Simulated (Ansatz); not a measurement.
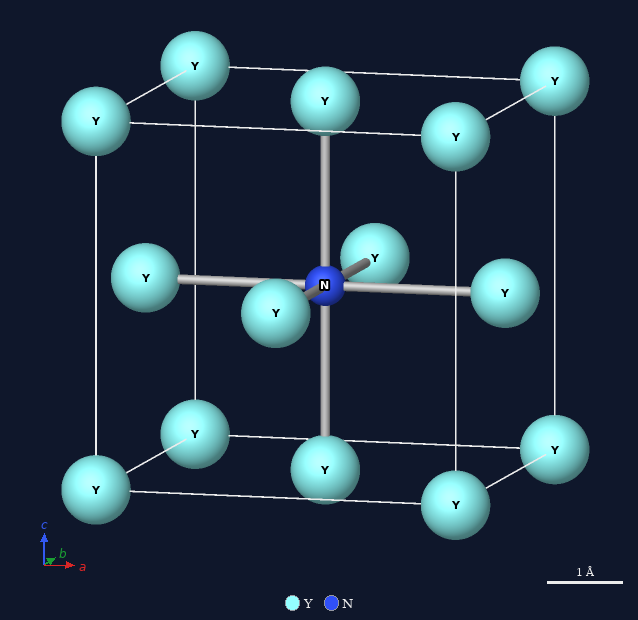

Structure drawing (ball-and-stick), viewed slightly off an axis. The frame is the simulation cell; atoms at its boundary are shown with their periodic copies.

Input deck:
```yaml
crystal:
  lattice:
    - [4.9783324696, 0.0, 0.0]
    - [0.0, 4.9783324696, 0.0]
    - [0.0, 0.0, 4.9783324696]
  atoms:
    - { symbol: "Y", position: [0.0, 0.5, 0.5] }
    - { symbol: "Y", position: [0.5, 0.5, 0.0] }
    - { symbol: "Y", position: [0.5, 0.0, 0.5] }
    - { symbol: "Y", position: [0.0, 0.0, 0.0] }
    - { symbol: "N", position: [0.5, 0.5, 0.5] }
basis:
  ecutwfc: 420
kpoints:
  mp_grid: { grid: [8, 8, 8] }
  band_path:
    path:
      - [[0.0, 0.0, 0.0], [0.0, 0.5, 0.0], [0.5, 0.5, 0.0], [0.0, 0.0, 0.0], [0.5, 0.5, 0.5], [0.0, 0.5, 0.0]]
      - [[0.5, 0.5, 0.5], [0.5, 0.5, 0.0]]
    npoints: 14
hamiltonian:
  xc: pbe
scf:
  occupations: { method: gaussian, width: 0.1 }
  n_extra_bands: 12
output:
  forces: true
  stress: true
  eigenvalues: true
  populations: true
  dos: { projected: true, de: 0.02, nscf_kmesh: { grid: [10, 10, 10] } }
  bader: true
  write_density: true
  write_potential: true
  elf: true
  volumetric_format: npy
```
Run as:
```sh
ansatz run input.yaml --threads 1 --pin off --max-ram 2048MiB --backend cpu --events-out ev --progress --plain --runs-dir out
```

The numbers come from Ansatz 0.2.0, DFT PBE, scalar-relativistic, plane waves, PAW, using an energy cutoff of 420 eV, k-mesh 8×8×8, Gaussian smearing of 0.1 eV, no spin polarisation.

List the Bader charges.

Answer. Y -0.18 to +0.73 e; N -2.01 e.

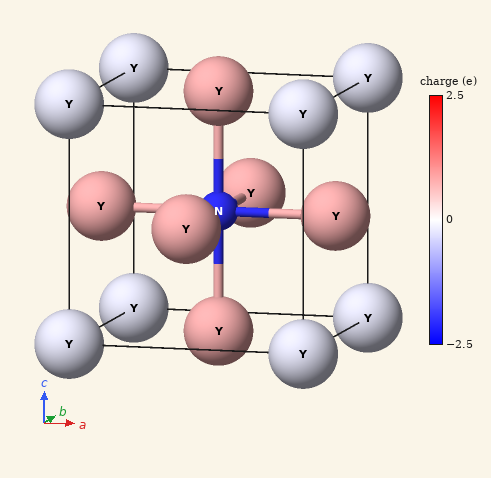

The atoms coloured by those charges.

Origin of the cell: a structure type filled with these elements by a generator (whether the compound takes this form wasn't checked). Earlier steps of the study may have refined or changed the cell and positions. A calculation with Ansatz used it as input.
